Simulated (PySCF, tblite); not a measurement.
# B10N9H11: electronic excitations, NMR shifts, part 1 of 2

What do calculations give for the electronic excitations, NMR shifts of B10N9H11?

Programs: tblite 0.8.0 and PySCF 2.14.0, with routines of our own; each step states its level. All values are computed. Atoms count from 0.

## 1. The starting structure

30 atoms, charge 0, multiplicity 1; geometry from: force field, distance geometry or constructed start.

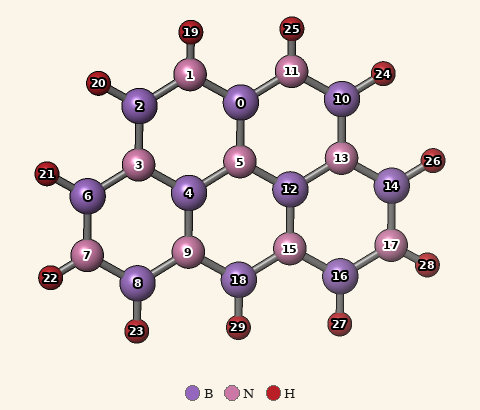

The starting geometry (boron purple, nitrogen pink, hydrogen red).

## 2. Optimising the geometry with GFN2-xTB

The job: settings as JSON, then the geometry in Å.

```
{"job": {"kind": "relax", "xc": "GFN2-xTB", "basis": "xTB"}, "charge": 0, "multiplicity": 1}
B      0.004900     2.080900    -0.001600
N     -1.258900     2.810300    -0.006900
B     -2.506300     2.080400     0.001000
N     -2.512200     0.637100    -0.006200
B     -1.256700    -0.093500     0.003400
N     -0.003300     0.632200    -0.002600
B     -3.767100    -0.090600    -0.003300
N     -3.763800    -1.539600     0.001500
B     -2.508800    -2.269400    -0.000400
N     -1.258500    -1.543100     0.001600
B      2.509400     2.081500    -0.002100
N      1.253200     2.805700    -0.000000
B      1.252300    -0.091600     0.005000
N      2.513700     0.632100    -0.002700
B      3.765000    -0.087200     0.000200
N      1.253800    -1.541700     0.006300
B      2.511900    -2.265400     0.000900
N      3.766100    -1.545700    -0.001000
B     -0.000600    -2.265500     0.002500
H     -1.252900     3.848600     0.002700
H     -3.527000     2.671500     0.001500
H     -4.781400     0.494200    -0.000200
H     -4.664500    -2.057700     0.006600
H     -2.515700    -3.441600    -0.001500
H      3.525200     2.670300     0.000900
H      1.249600     3.846800     0.002500
H      4.781200     0.495000    -0.000700
H      2.510900    -3.436700     0.001200
H      4.668500    -2.061900    -0.002000
H      0.001100    -3.436900     0.003400
```

The run is started by

```
$ OMP_NUM_THREADS=1 python large_run.py task.json out
```

The driver reads the jobs from task.json and runs them one after another.

Output:

```text
step      E/eV     max force
  0   -1224.89846    1.308
  1   -1225.04262    0.942
  2   -1225.13274    0.559
  3   -1225.18580    0.577
  4   -1225.24500    0.471
  5   -1225.26333    0.280
  6   -1225.26928    0.090
  7   -1225.27049    0.055
  8   -1225.27117    0.054
  9   -1225.27172    0.055
 10   -1225.27230    0.049
 11   -1225.27286    0.053
 12   -1225.27327    0.047
 13   -1225.27346    0.026
 14   -1225.27354    0.020
 15   -1225.27359    0.019
```

It took 0.57 s on 1 thread of Intel Xeon Platinum 8259CL at 2.50GHz, shared host; peak memory 0.16 GiB.

Step by step:

```tsv
step	energy from step 0 (eV)	largest force (eV/Å)
0	0.0000	1.3072
1	-0.1442	0.9417
2	-0.2343	0.5591
3	-0.2873	0.5770
4	-0.3465	0.4712
5	-0.3649	0.2795
6	-0.3708	0.0901
7	-0.3720	0.0546
8	-0.3727	0.0542
9	-0.3733	0.0543
10	-0.3738	0.0493
11	-0.3744	0.0531
12	-0.3748	0.0464
13	-0.3750	0.0260
14	-0.3751	0.0201
15	-0.3751	0.0190
```

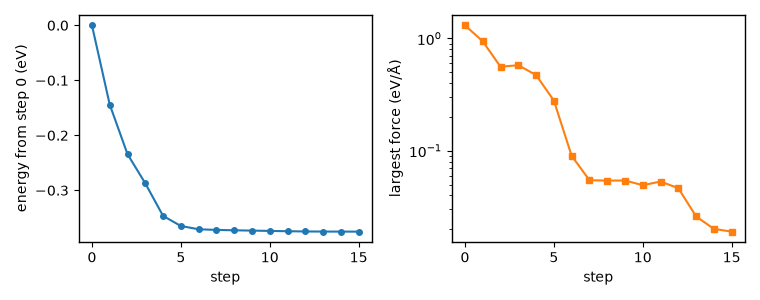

Energy and largest force along the relaxation.

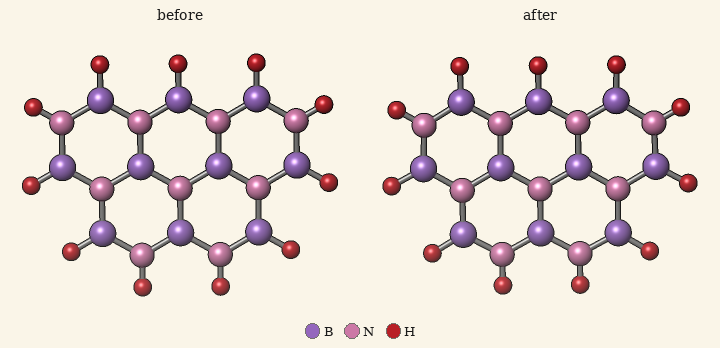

Before and after, at one scale.

Close pairs (by a distance rule), those that changed most:

```tsv
bond	before (Å)	after (Å)	change (Å)
B14–N17	1.459	1.415	-0.043
B10–N11	1.450	1.409	-0.041
N7–B8	1.452	1.414	-0.038
N1–B2	1.445	1.409	-0.037
B6–N7	1.449	1.415	-0.034
N11–H25	1.041	1.009	-0.032
B16–N17	1.446	1.414	-0.032
N17–H28	1.040	1.009	-0.031
```

The next job starts from the end point, and lists it.

## 3. Infrared spectrum with GFN2-xTB

The job: settings as JSON, then the geometry in Å.

```
{"job": {"kind": "ir", "xc": "GFN2-xTB", "basis": "xTB"}, "charge": 0, "multiplicity": 1}
B     -0.000225     2.052531    -0.000635
N     -1.249906     2.744396    -0.000912
B     -2.488471     2.073658    -0.000726
N     -2.499976     0.639210    -0.001024
B     -1.250697    -0.090062    -0.000584
N     -0.000368     0.620046    -0.000311
B     -3.733482    -0.083904    -0.000301
N     -3.691119    -1.498497     0.001747
B     -2.489150    -2.243390     0.000831
N     -1.244932    -1.535526     0.000488
B      2.487951     2.073684     0.000116
N      1.249434     2.744502     0.000287
B      1.249908    -0.090103     0.000659
N      2.499215     0.639188     0.000363
B      3.732610    -0.084116    -0.000293
N      1.244081    -1.535576     0.001866
B      2.488275    -2.243470     0.001292
N      3.690274    -1.498681    -0.000294
B     -0.000441    -2.238730     0.002098
H     -1.241008     3.753161    -0.000640
H     -3.491028     2.682777    -0.000015
H     -4.764830     0.475922    -0.000979
H     -4.564362    -2.003238     0.002989
H     -2.518400    -3.416088     0.000072
H      3.490432     2.682973     0.000108
H      1.240451     3.753287     0.000386
H      4.764052     0.475445    -0.001249
H      2.517712    -3.416105     0.001956
H      4.563567    -2.003342    -0.001488
H     -0.000380    -3.411815     0.004095
```

Output:

```text
mode    cm-1     km/mol
  1      55.6      0.00
  2      59.0      0.13
  3     122.6      2.03
  4     123.8      0.00
  5     170.9      0.81
  6     193.5      0.00
  7     211.1      0.07
  8     269.5      0.01
  9     280.1      0.00
 10     303.7      0.01
 11     328.4      1.02
 12     330.1      0.00
 13     340.1      0.00
 14     356.7      0.00
 15     372.1      0.00
 16     385.9      1.66
 17     386.7      0.46
 18     432.5      0.00
 19     443.5      0.13
 20     491.9      0.02
 21     496.6      0.02
 22     563.2      0.00
 23     568.9      0.66
 24     611.1      5.11
 25     616.4      0.00
 26     619.3      3.43
 27     671.3      0.01
 28     673.7     63.88
 29     692.7    147.69
 30     697.5      0.82
 31     698.1      0.00
 32     706.0      2.16
 33     707.9      2.19
 34     769.1      9.03
 35     781.7      0.00
 36     789.8     44.79
 37     794.8      0.02
 38     802.1     23.07
 39     810.0      5.18
 40     812.3      0.02
 41     820.6    962.69
 42     856.8      0.27
 43     970.7      8.75
 44     976.1      0.85
 45     993.8      8.48
 46    1009.0     12.69
 47    1026.2      0.07
 48    1028.0      0.51
 49    1043.4      0.28
 50    1050.1      4.72
 51    1076.6      0.49
 52    1110.8      7.99
 53    1114.1      1.56
 54    1125.0     12.65
 55    1147.2     10.86
 56    1151.2     21.34
 57    1180.3      6.02
 58    1208.1      2.31
 59    1208.5      3.79
 60    1211.4      2.98
 61    1231.9      0.85
 62    1240.3      3.59
 63    1269.1      0.74
 64    1281.6     31.77
 65    1302.6      3.58
 66    1319.5    181.96
 67    1320.8     62.21
 68    1362.0     71.02
 69    1375.2    218.81
 70    1391.1   1363.43
 71    1400.8    268.78
 72    1417.7   1908.80
 73    1421.3   2208.66
 74    2593.4      5.84
 75    2593.7      9.04
 76    2595.4      7.88
 77    2602.2     46.19
 78    2605.6    697.03
 79    2606.6    600.30
 80    2614.6    214.09
 81    3453.6      0.07
 82    3455.3      9.57
 83    3458.5      3.09
 84    3458.7      1.43
```

Run time: 5.4 s. Hardware: 1 thread of Intel Xeon Platinum 8259CL at 2.50GHz, shared host; peak memory 0.16 GiB.

Which atoms move in the most intense modes:

```tsv
cm⁻¹	km/mol	atoms
821	962.7	H28 10 %, H22 10 %
1375	218.8	B6 12 %, B14 12 %
1391	1363.4	B18 15 %
1401	268.8	B16 11 %, B8 11 %, N17 11 %, N7 11 %
1418	1908.8	N5 12 %, B10 12 %, B2 12 %
1421	2208.7	B0 24 %, N1 12 %, N11 12 %
2606	697.0	H20 23 %, H24 19 %, H21 19 %, H26 17 %
2607	600.3	H24 24 %, H20 21 %, H26 14 %, H21 11 %
```

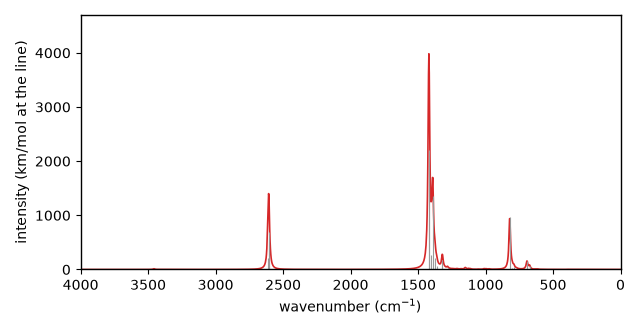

The infrared spectrum from these modes, unscaled. Lines are broadened to a width of 14 cm⁻¹ (Lorentzian).

## 4. Electronic excitations: TDDFT CAM-B3LYP/def2-SVP

The job, as its differences from that of step 3:

```diff
@@ -1,2 +1,2 @@
-{"job": {"kind": "ir", "xc": "GFN2-xTB", "basis": "xTB"}, "charge": 0, "multiplicity": 1}
+{"job": {"kind": "uv", "basis": "def2-SVP", "grid": 1, "kgrid": 0, "vcut": 1.5, "nstates": 6, "ntriplets": 2, "tda": false, "delta": ["ip_vertical"], "pop": true, "xc": "CAM-B3LYP"}, "charge": 0, "multiplicity": 1}
 B     -0.000225     2.052531    -0.000635
```

Level: TDDFT CAM-B3LYP/def2-SVP, vertical, gas phase, core orbitals frozen in the response, virtual orbitals cut by energy.

Output:

```text
start: PBE on a coarse grid of 25788 points
cycle   1  E = -746.9238060371  dE =  2.815e+00  |g| = 1.044e+00  |ddm| = 6.963e+00
cycle   2  E = -746.4587338585  dE =  4.651e-01  |g| = 1.766e+00  |ddm| = 2.612e+00
cycle   3  E = -747.1748027521  dE = -7.161e-01  |g| = 1.765e-01  |ddm| = 1.702e+00
cycle   4  E = -747.1828516162  dE = -8.049e-03  |g| = 5.941e-02  |ddm| = 2.468e-01
cycle   5  E = -747.1837338251  dE = -8.822e-04  |g| = 1.848e-02  |ddm| = 7.881e-02
cycle   6  E = -747.1838039743  dE = -7.015e-05  |g| = 1.011e-02  |ddm| = 2.647e-02
cycle   7  E = -747.1838265369  dE = -2.256e-05  |g| = 2.015e-03  |ddm| = 8.291e-03
final grid: 114043 points
cycle   8  E = -747.9268576459  dE = -1.425e-02  |g| = 9.213e-02  |ddm| = 3.252e-01
cycle   9  E = -747.9273337947  dE = -4.761e-04  |g| = 8.037e-02  |ddm| = 1.255e-01
cycle  10  E = -747.9286959106  dE = -1.362e-03  |g| = 1.121e-02  |ddm| = 6.311e-02
cycle  11  E = -747.9287289755  dE = -3.306e-05  |g| = 2.807e-03  |ddm| = 1.326e-02
cycle  12  E = -747.9287319252  dE = -2.950e-06  |g| = 6.186e-04  |ddm| = 4.150e-03
cycle  13  E = -747.9287323684  dE = -4.433e-07  |g| = 2.920e-04  |ddm| = 1.025e-03
cycle  14  E = -747.9287339321  dE = -1.564e-06  |g| = 8.832e-05  |ddm| = 3.714e-04
converged SCF energy = -747.9287339321
Vertical ionisation energy (delta-SCF) = 9.3844 eV   <S^2> = 0.772

Static polarisability (au): isotropic 159.535, principal 84.318 183.057 211.231

Singlet excitations
state   eV       nm        f      main configurations
  1   6.5861    188.3   0.00153   H-2->L 0.30, H->L 0.25, H->L+2 0.19
  2   6.8750    180.3   0.12288   H-1->L 0.56, H-2->L+1 0.20, H->L+3 0.11
  3   6.9967    177.2   0.39779   H-2->L 0.39, H->L 0.24, H-1->L+3 0.12
  4   7.2850    170.2   0.09665   H->L+1 0.47, H-3->L 0.18, H-1->L+4 0.13
  5   7.2968    169.9   0.00920   H->L+2 0.41, H->L 0.12
  6   7.5082    165.1   0.79654   H-1->L+1 0.42, H-1->L+3 0.18, H->L 0.16

Triplet excitations (Tamm-Dancoff, eV): 6.3202 6.3547
```

Wall time 3 min (1 thread of Intel Xeon Platinum 8259CL at 2.50GHz, shared host); peak memory 0.68 GiB.

Frontier orbitals and where they lie:

```tsv
orbital	eV	atoms
HOMO−4	-10.16	B18 9 %, H29 9 %, N15 8 %
HOMO−3	-9.80	N1 14 %, N11 14 %, N5 11 %
HOMO−2	-9.29	N9 23 %, N15 23 %, N7 15 %
HOMO−1	-9.09	N5 28 %, N7 12 %, N17 12 %
HOMO	-8.86	N1 24 %, N11 24 %, N13 13 %
LUMO	0.77	B18 18 %, B6 16 %, B14 16 %
LUMO+1	1.31	B16 17 %, B8 17 %, B10 12 %
LUMO+2	1.51	B2 23 %, B10 23 %, B18 19 %
LUMO+3	1.69	B14 21 %, B6 21 %, B4 16 %
```

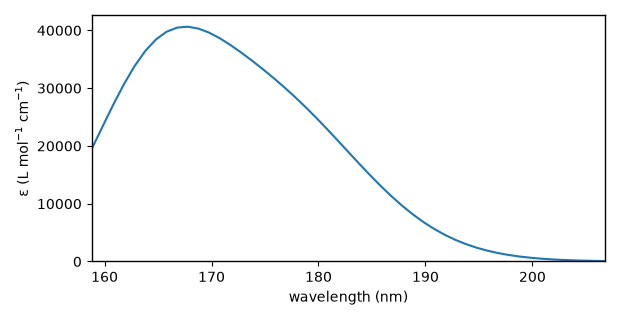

Absorption spectrum: each of the 6 states is a Gaussian band of 0.4 eV half-width at 1/e. Beyond the last state computed it falls off for lack of states.

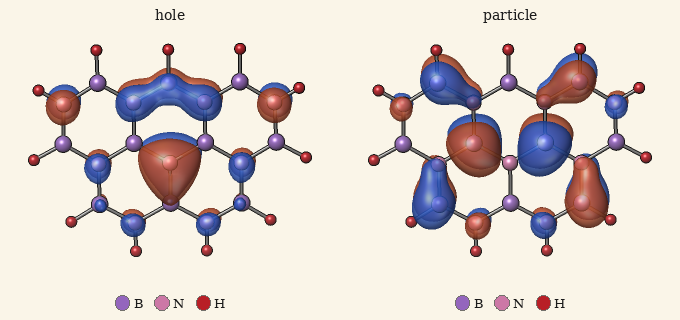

Leading natural transition orbitals of singlet state 6: the electron leaves the hole (left) for the particle orbital (right).

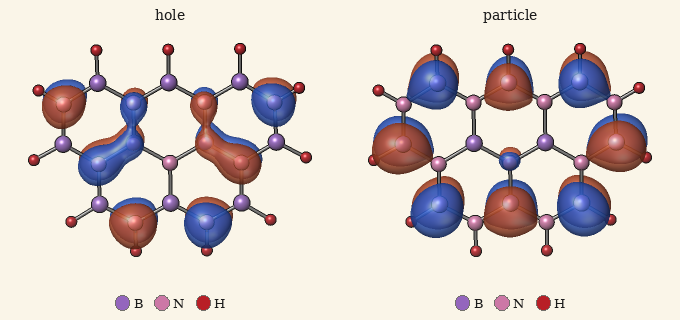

Leading natural transition orbitals of singlet state 1: the electron leaves the hole (left) for the particle orbital (right).

Further results of this job:

```tsv
property	computed
dipole moment (D)	1.59
polarisability (Å³)	23.64
HOMO–LUMO gap (eV)	9.63
−ε(HOMO) (eV)	8.86
```

The fields below are evaluated on a grid from the run's orbitals.

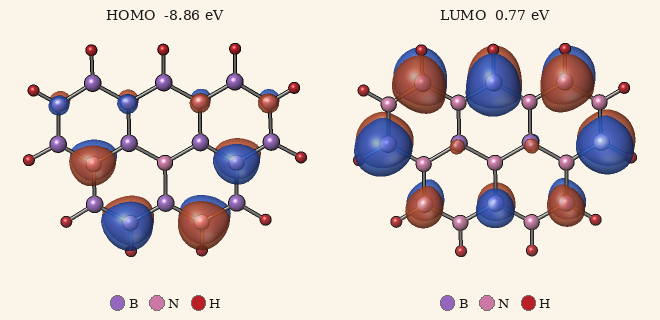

CAM-B3LYP/def2-SVP orbitals near the gap, drawn at the value that encloses 70 % of each; the two colours are the two signs.

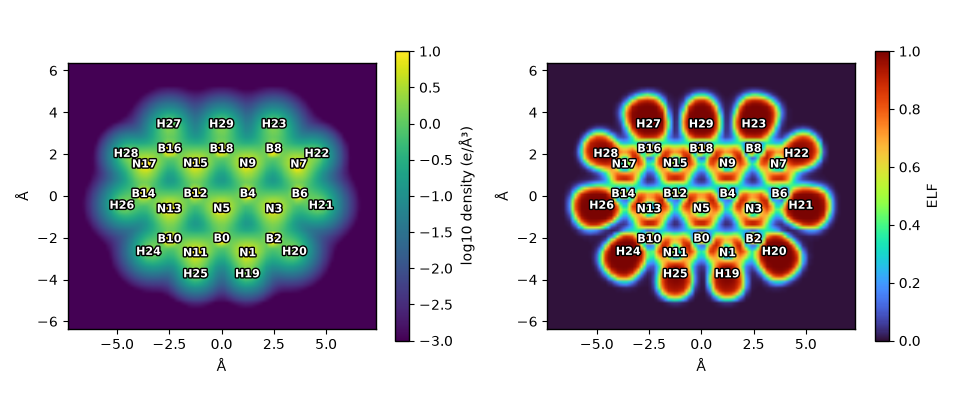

Density (left) and ELF (right) in a plane through or near 30 of the atoms.

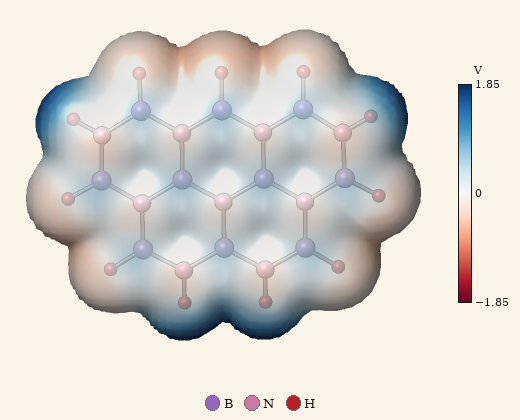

Electrostatic potential on the surface of density 0.002 e/bohr³; red is low, blue high. It runs, from the 1st to the 99th percentile, from -0.54 to 1.85 V.

(Continued in part 2 of 2.)
